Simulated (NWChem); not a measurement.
**C2H6FSb (SMILES [CH3][Sb]([CH3])[F]) at 3 levels**

Wanted: a comparison of 3 runs (HF/STO-3G, HF/3-21G, SVWN5/3-21G) of C2H6FSb. 

The calculation is run with NWChem 7.3.0.

## Step 1: The molecule

C2H6FSb: 10 atoms, total charge 0, spin state singlet. As SMILES, `[CH3][Sb]([CH3])[F]`. The coordinates come from a PBE0-D4/def2-TZVP relaxation.

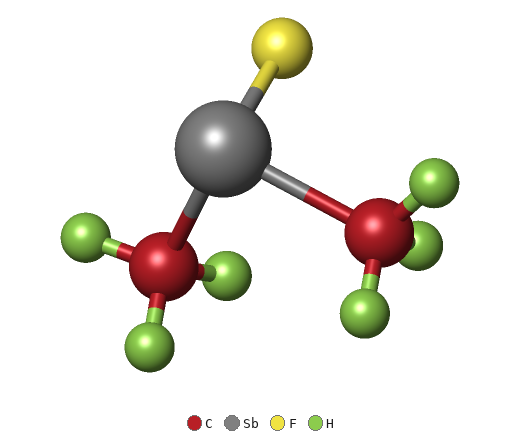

Viewed from a chosen angle; carbon red, antimony grey, fluorine yellow, hydrogen green.

## Step 2: Energy and gradient at HF/STO-3G (run 1)

run.nw

```
start run
title "C2H6FSb gradient"
memory 2200 mb
charge 0
geometry units angstrom noautosym nocenter noautoz
 C    -0.239400    1.363200   -0.765300
 Sb    0.270200   -0.692600   -1.089500
 C     0.606000   -1.094400    0.988200
 F    -1.565100   -1.289700   -1.040700
 H    -1.019100    1.413200   -0.004400
 H     0.642300    1.908800   -0.421500
 H    -0.598200    1.813800   -1.690300
 H     1.485300   -0.543700    1.329700
 H     0.770600   -2.160100    1.145100
 H    -0.269500   -0.769800    1.551700
end
basis spherical bse
 C library STO-3G
 Sb library STO-3G
 F library STO-3G
 H library STO-3G
end
scf
 thresh 1e-08
 maxiter 80
 print low
end
task scf gradient
```

Started as:

```console
$ nwchem run.nw > run.out
```

The program printed:

```text
[...]
  functions       =    48
[...]
  wavefunction    = RHF
[...]
         Total SCF energy =  -6427.714257650329
      One-electron energy =  -9668.200551614811
      Two-electron energy =   2843.987323851965
 Nuclear repulsion energy =    396.498970112517
        Time for solution =     14.1s
[...]
                         RHF ENERGY GRADIENTS
    atom               coordinates                        gradient
                 x          y          z           x          y          z
   1 C      -0.452400   2.576074  -1.446207   -0.003810   0.010766   0.001134
   2 Sb      0.510604  -1.308824  -2.058856    0.003452  -0.002737  -0.005521
   3 C       1.145174  -2.068116   1.867427    0.000999  -0.003044   0.011058
   4 F      -2.957610  -2.437180  -1.966638   -0.005075  -0.001999  -0.000324
   5 H      -1.925820   2.670561  -0.008315   -0.005258  -0.006185   0.006179
   6 H       1.213771   3.607109  -0.796520    0.010426   0.001473   0.002604
   7 H      -1.130434   3.427585  -3.194204   -0.001550  -0.000731  -0.009094
   8 H       2.806810  -1.027444   2.512769    0.008672   0.006332  -0.000917
   9 H       1.456223  -4.081997   2.163925    0.001129  -0.008474  -0.003580
  10 H      -0.509281  -1.454711   2.932288   -0.008985   0.004600  -0.001538
[...]
```

Wall time 21 s (1 thread of AMD EPYC 7R43 (Zen 3), shared host); peak memory 0.092 GiB.

## Step 3: Energy and gradient at HF/3-21G (run 2)

struct.nw

```
start struct
memory stack 880 mb heap 220 mb global 1100 mb

geometry units angstroms noautosym nocenter noautoz
  C     -0.239400     1.363200    -0.765300
  Sb     0.270200    -0.692600    -1.089500
  C      0.606000    -1.094400     0.988200
  F     -1.565100    -1.289700    -1.040700
  H     -1.019100     1.413200    -0.004400
  H      0.642300     1.908800    -0.421500
  H     -0.598200     1.813800    -1.690300
  H      1.485300    -0.543700     1.329700
  H      0.770600    -2.160100     1.145100
  H     -0.269500    -0.769800     1.551700
end

basis spherical bse
  * library 3-21G
end

scf
  thresh 1e-08
  maxiter 80
end

task scf gradient
```

Started as:

```console
$ nwchem struct.nw > struct.out
```

The program printed:

```text
[...]
  functions       =    70
[...]
  wavefunction    = RHF
[...]
         Total SCF energy =  -6463.397026830483
      One-electron energy =  -9699.566083276388
      Two-electron energy =   2839.670086333389
 Nuclear repulsion energy =    396.498970112517
        Time for solution =     14.9s
[...]
                         RHF ENERGY GRADIENTS
    atom               coordinates                        gradient
                 x          y          z           x          y          z
   1 C      -0.452400   2.576074  -1.446207   -0.000033  -0.005806   0.000281
   2 Sb      0.510604  -1.308824  -2.058856    0.014230   0.008808   0.005465
   3 C       1.145174  -2.068116   1.867427   -0.002544   0.001590  -0.004945
   4 F      -2.957610  -2.437180  -1.966638   -0.012522  -0.002661   0.002333
   5 H      -1.925820   2.670561  -0.008315   -0.003272  -0.003102   0.004129
   6 H       1.213771   3.607109  -0.796520    0.005242   0.000640   0.001528
   7 H      -1.130434   3.427585  -3.194204   -0.000826  -0.000484  -0.005779
   8 H       2.806810  -1.027444   2.512769    0.004235   0.003390  -0.000480
   9 H       1.456223  -4.081997   2.163925    0.000848  -0.005315  -0.002339
  10 H      -0.509281  -1.454711   2.932288   -0.005358   0.002940  -0.000193
[...]
```

Run time: 22 s. Hardware: 1 thread of AMD EPYC 7R43 (Zen 3), shared host; peak memory 0.098 GiB.

## Step 4: Energy and forces at SVWN5/3-21G (run 3)

a.nw

```
start a
title "C2H6FSb SVWN5"
memory 2200 mb

geometry units angstroms noautosym nocenter noautoz
C       -0.239400       1.363200      -0.765300
Sb       0.270200      -0.692600      -1.089500
C        0.606000      -1.094400       0.988200
F       -1.565100      -1.289700      -1.040700
H       -1.019100       1.413200      -0.004400
H        0.642300       1.908800      -0.421500
H       -0.598200       1.813800      -1.690300
H        1.485300      -0.543700       1.329700
H        0.770600      -2.160100       1.145100
H       -0.269500      -0.769800       1.551700
end

basis spherical bse
* library 3-21G
end

dft
xc slater vwn_5
grid xfine
convergence energy 1e-08
iterations 100
mulliken
print low
end

task dft gradient
```

Started as:

```console
$ nwchem a.nw > a.out
```

The program printed:

```text
[...]
 d= 0,ls=0.0,diis     1  -6459.8943933282 -6.86D+03  5.72D-02  1.19D+00     3.1
[...]
 d= 0,ls=0.0,diis    11  -6459.9926578006 -3.25D-09  5.39D-07  1.69D-09    16.9
         Total DFT energy =    -6459.992657800590
      One electron energy =    -9702.531748071609
           Coulomb energy =     3028.883767970592
    Exchange-Corr. energy =     -182.843647812089
 Nuclear repulsion energy =      396.498970112517
[...]
                         DFT ENERGY GRADIENTS
    atom               coordinates                        gradient
                 x          y          z           x          y          z
   1 C      -0.452400   2.576074  -1.446207   -0.004033   0.007457  -0.000001
   2 Sb      0.510604  -1.308824  -2.058856    0.002458   0.002944   0.002932
   3 C       1.145174  -2.068116   1.867427   -0.000270  -0.003380   0.007781
   4 F      -2.957610  -2.437180  -1.966638   -0.000026   0.001643   0.002329
   5 H      -1.925820   2.670561  -0.008315    0.006600  -0.001730  -0.006351
   6 H       1.213771   3.607109  -0.796520   -0.006649  -0.004681  -0.002768
   7 H      -1.130434   3.427585  -3.194204    0.003095  -0.003975   0.006948
   8 H       2.806810  -1.027444   2.512769   -0.006867  -0.004206  -0.003171
   9 H       1.456223  -4.081997   2.163925   -0.001139   0.008298  -0.001816
  10 H      -0.509281  -1.454711   2.932288    0.006832  -0.002369  -0.005884
[...]
```

Wall time 24 s (1 thread of AMD EPYC 7R43 (Zen 3), shared host); peak memory 0.14 GiB.

## Step 5: Overview of the runs

```
run        level  iteration cap  module   energy (Eh)  largest force (eV/Å)  wall time
  1    HF/STO-3G             80     scf  -6427.714258                 0.592       21 s
  2     HF/3-21G             80     scf  -6463.397027                 0.905       22 s
  3  SVWN5/3-21G            100     dft  -6459.992658                 0.479       24 s
```

## Step 6: Summary of results

| quantity | value |
| --- | --- |
| run 3: total energy | -6459.99266 Eh |
| run 3: largest force on an atom | 0.479 eV/Å |

In run 1 the basis is minimal, so the values are rough. In runs 1, 2, 3 relativity is left out where basis or elements ask for it. All runs together took 67 s, the longest 24 s.
